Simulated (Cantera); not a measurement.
Charge: 1 mol TEOS, 5.6 mol CO2, 6.7 mol O3, equilibrated at 750 Torr.

These are equilibrium values from Cantera (NASA tables, ideal gas, pure condensed phases), not measurements of a reactor. Candidate condensed phases: C, C6H6, C7H8, C8H18, H2O, Si, SiC, SiO2; 123 gas species. The feed counts by its element totals alone. The tables hold silica as quartz up to 1696 K and as liquid above; real silica turns to tridymite and cristobalite and melts near 1996 K. Gases not in the tables: Si(OH)4. Rates play no part.

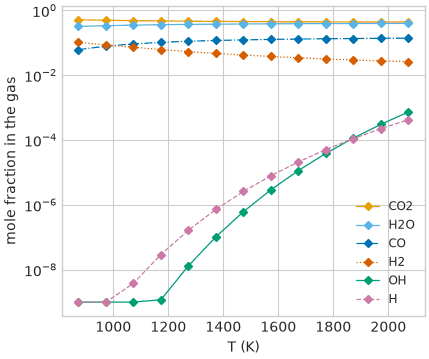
Equilibrium gas composition (values under 1e-9 drawn at 1e-9)

### Question
Read off the mole fractions at 1773 K.

### Answer
CO2 about 0.44, H2O about 0.39, CO about 0.13, H2 about 0.032, H about 5.1e-5, OH about 3.9e-5.
